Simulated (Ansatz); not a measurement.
**Single-point calculation of In$_{9}$Sb$_{10}$H$_{26}$ (charge +1)**

- system: In$_{9}$Sb$_{10}$H$_{26}$ (In9Sb10 wurtzite ring sphere), charge +1, multiplicity 3
- method: UKS PBE0-d3bjatm/def2-SVP (Ansatz 0.2.0)

Some settings of this run were made unusual or wrong on purpose. The geometry comes from this level: r2SCAN-D4/def2-SVP.

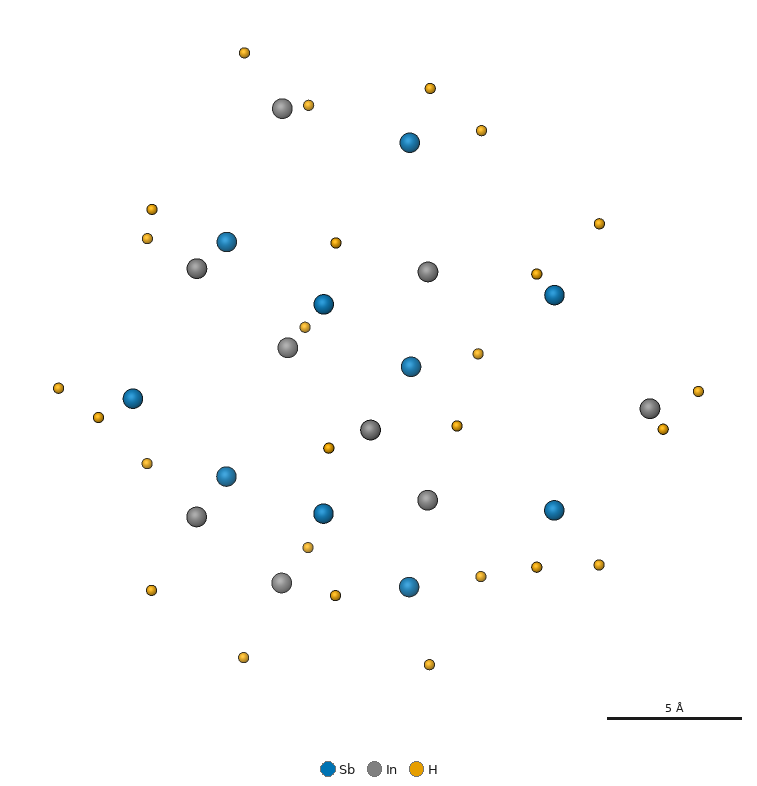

**Figure 1.** The input geometry (ball-and-stick view, seen at a tilt).

Input file:
```yaml
crystal:
  periodic: [false, false, false]
  atoms:
    - {symbol: Sb, position_ang: [1.334211, -9.104466, -0.154491]}
    - {symbol: In, position_ang: [1.436352, -9.711140, 5.441623]}
    - {symbol: Sb, position_ang: [1.235748, -4.071920, -7.762442]}
    - {symbol: In, position_ang: [-1.668932, -0.964756, -11.321573]}
    - {symbol: In, position_ang: [1.446627, -4.237834, -2.379777]}
    - {symbol: Sb, position_ang: [-2.743105, -1.584411, -0.355269]}
    - {symbol: Sb, position_ang: [1.602504, -4.286652, 6.200575]}
    - {symbol: In, position_ang: [-2.988073, -1.724491, 5.098922]}
    - {symbol: Sb, position_ang: [-2.898258, 3.107288, -7.763535]}
    - {symbol: In, position_ang: [-2.944118, 3.370708, -2.381099]}
    - {symbol: Sb, position_ang: [-7.214884, 5.707069, -0.157824]}
    - {symbol: Sb, position_ang: [-2.908930, 3.532407, 6.198546]}
    - {symbol: In, position_ang: [-7.689642, 6.100443, 5.438384]}
    - {symbol: Sb, position_ang: [5.630582, -1.403647, -0.764155]}
    - {symbol: In, position_ang: [6.148282, -1.969645, 4.591657]}
    - {symbol: In, position_ang: [5.330239, 3.073041, -3.902580]}
    - {symbol: Sb, position_ang: [1.603934, 5.573190, -0.764685]}
    - {symbol: Sb, position_ang: [5.481803, 3.162540, 6.206699]}
    - {symbol: In, position_ang: [1.372632, 6.308548, 4.590389]}
    - {symbol: H, position_ang: [-1.130870, -10.563403, -1.612159]}
    - {symbol: H, position_ang: [3.648491, -10.696977, -1.714949]}
    - {symbol: H, position_ang: [-1.569400, -10.733855, 6.077274]}
    - {symbol: H, position_ang: [4.410128, -10.890047, 5.947190]}
    - {symbol: H, position_ang: [0.749346, -7.147945, -8.579413]}
    - {symbol: H, position_ang: [4.348751, -4.014383, -8.558243]}
    - {symbol: H, position_ang: [-4.464973, -2.574292, -11.570945]}
    - {symbol: H, position_ang: [0.526539, 0.300135, -13.326403]}
    - {symbol: H, position_ang: [-5.338312, -3.080929, -1.536180]}
    - {symbol: H, position_ang: [1.834612, -3.938849, 9.396140]}
    - {symbol: H, position_ang: [-5.672223, -3.272307, 6.114469]}
    - {symbol: H, position_ang: [-5.797690, 4.239250, -8.586016]}
    - {symbol: H, position_ang: [-1.276911, 5.766789, -8.553580]}
    - {symbol: H, position_ang: [-9.710125, 4.301134, -1.616217]}
    - {symbol: H, position_ang: [-7.437712, 8.507520, -1.718267]}
    - {symbol: H, position_ang: [-2.493733, 3.560761, 9.394351]}
    - {symbol: H, position_ang: [-10.077894, 4.008397, 6.074351]}
    - {symbol: H, position_ang: [-7.225062, 9.265669, 5.942755]}
    - {symbol: H, position_ang: [8.021194, -3.209169, -1.945375]}
    - {symbol: H, position_ang: [8.981470, -3.281539, 5.504019]}
    - {symbol: H, position_ang: [3.462529, 1.995440, -6.396335]}
    - {symbol: H, position_ang: [8.132213, 4.691470, -3.945160]}
    - {symbol: H, position_ang: [1.237856, 8.546273, -1.946714]}
    - {symbol: H, position_ang: [5.450198, 3.144531, 9.419465]}
    - {symbol: H, position_ang: [8.250496, 4.759997, 5.871901]}
    - {symbol: H, position_ang: [1.654234, 9.418322, 5.501375]}
basis:
  gaussian: {orbitals: def2-SVP, fitting: {mean_field: def2-universal-jkfit}}
total_charge: 1
magnetization: {spin_polarized: true, initial_magnetization: 2}
hamiltonian: {xc: {name: PBE0}, dispersion: d3bjatm}
scf: {omitted_lower_state_checks: [starts]}
```

Hardware: 4 CPU threads, shared host.

Launch command:
```bash
ansatz run in.yaml --threads 4 --pin off --events-out ev --progress --plain --max-ram 41984MiB --backend cuda --devices 0, --max-vram 37GiB
```

The program's output:
```
Functional definition: PBE0
  name "PBE0"
  cite "Adamo & Barone, J. Chem. Phys. 110, 6158 (1999) doi:10.1063/1.478522"
  cite "Perdew, Burke & Ernzerhof, Phys. Rev. Lett. 77, 3865 (1996) doi:10.1103/PhysRevLett.77.3865"
  parent pbe
  parameter a = 0.25
  parameter kappa = 0.804
  parameter beta = 0.06672455060314922
  exchange = (1 - a)*pbe_x(kappa = kappa, mu = beta*pi^2/3) + a*exact_x
  correlation = pbe_c(beta = beta)
these checks for a lower state are left out or cut short: starts
4610 factors; integrals over basis functions are off by at most 6.1e-1 eV
mean field evaluation 1: about -112134.4022 eV, gradient 7.1e1 eV
mean field evaluation 2: about -111292.6583 eV, gradient 1.9e2 eV
mean field evaluation 4: about -111391.0517 eV, gradient 1.3e2 eV
mean field evaluation 8: about -112246.3457 eV, gradient 1.6e1 eV
mean field evaluation 16: about -112281.8349 eV, gradient 1.3e0 eV
mean field evaluation 32: about -112282.0269 eV, gradient 2.5e-5 eV
mean field -112282.02691804 eV, -4126.2883817467 hartree, gradient 3.8e-6 eV, S^2 26.791673; 0 other end points of the search recorded, 0 dependent functions left out
reference -112282.02718939 eV, -4126.2883917187 hartree; 223, 221 occupied and 401, 403 virtual orbitals, 4610 factors
Total energy: -112283.07439513 eV, -4126.3268758195 hartree
Checks for a lower state left out: starts
```

What the run reported:

```tsv
quantity	value
outcome	converged
total energy	−112283.0744 eV
mean-field energy	−112282.0272 eV
dispersion energy	−1.0472 eV
⟨S²⟩	26.792
SCF solution under orbital rotations	stable
wall time	38 s (CPU time 47 s)
peak memory	1.5 GiB
```

What went wrong:

The input was spoiled on purpose: the coordinates are scaled as if typed in the wrong unit. The run converged all the same; its numbers are those of the faulty input and shouldn't be used. ⟨S²⟩ is 26.79 against 2.00 for a pure state: the solution is spin-contaminated.
